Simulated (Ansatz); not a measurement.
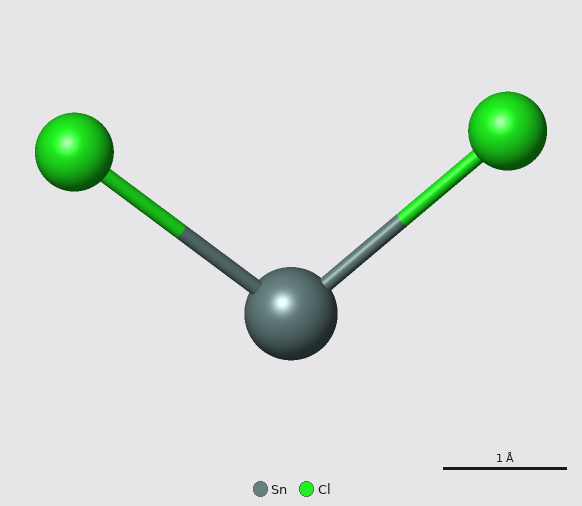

Ball-and-stick drawing of a structure. Every bond is drawn as one stick, whatever its order.

Give the formula.

Answer. SnCl2, 3 atoms: 1 tin and 2 chlorine.

Which point group does it belong to?

Answer. C2v.

How many bonds of each kind are drawn?

Answer. 2 Cl–Sn. Sticks follow a distance rule.

More results for the same structure follow; atom numbers are the same in all pictures, views and colours differ. Computed geometry: PBE0-D4/def2-TZVP optimisation.

**Charges**

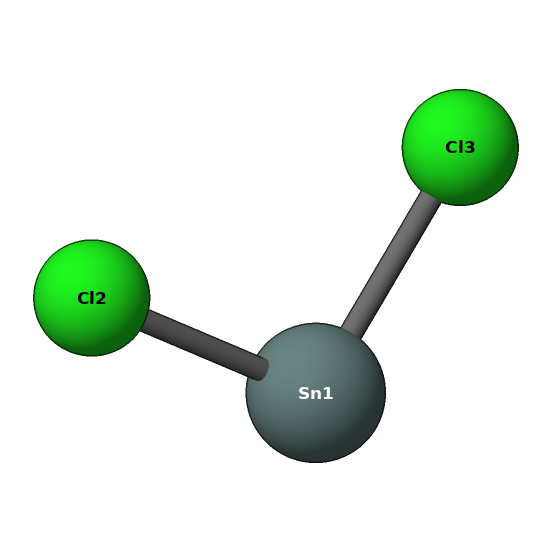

The questions are on Mulliken charges. Method: RKS PBE0-D4/def2-TZVP, core potentials on Sn (Ansatz 0.2.0).

List the Mulliken charges.

```
atom  value (e)
 Sn1       0.76
 Cl2      −0.38
 Cl3      −0.38
```

**Vibrations**

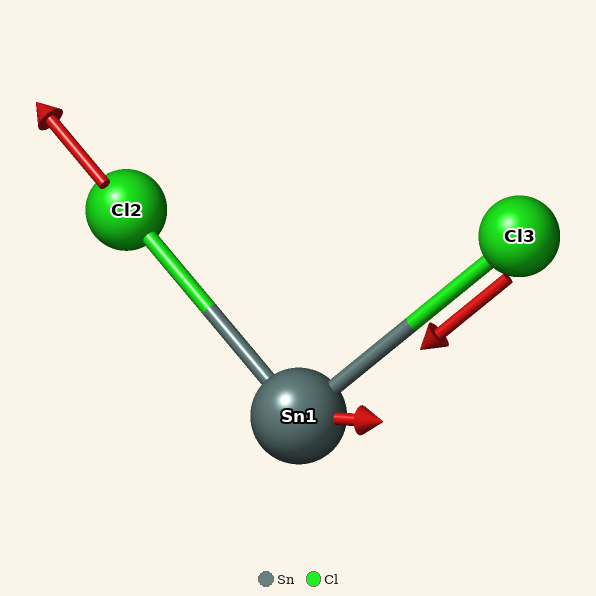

The arrows show one normal mode. Harmonic vibrations computed with RKS PBE0-D4/def2-TZVP, core potentials on Sn (Ansatz 0.2.0) at a stationary point of the same level.

Describe the motion.

Answer. Mostly out-of-phase stretching of 2 Sn–Cl bonds.

At what wavenumber does it lie?

Answer. 341 cm⁻¹; it is mode 2 of 3 counted from the lowest.

**Dipole moment**

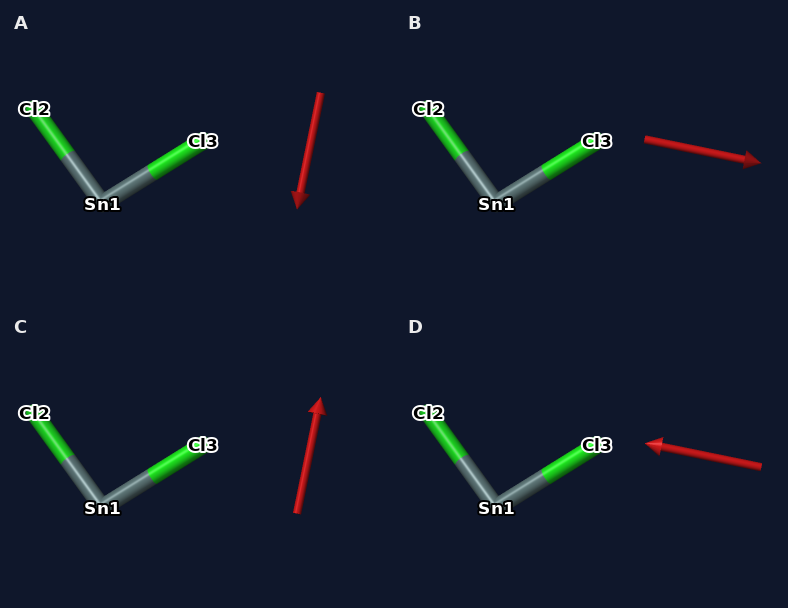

The same molecule four times, each with an arrow. Method: RKS PBE0-D4/def2-TZVP, core potentials on Sn (Ansatz 0.2.0).

Which arrow points along the dipole moment, from the negative to the positive end?

Answer. A. The dipole moment is 3.25 D; it points from the side of Cl2, Cl3 to the side of Sn1 (the outermost atoms at the two ends).

Mulliken values depend strongly on the basis set and can even reverse the polarity of a bond.
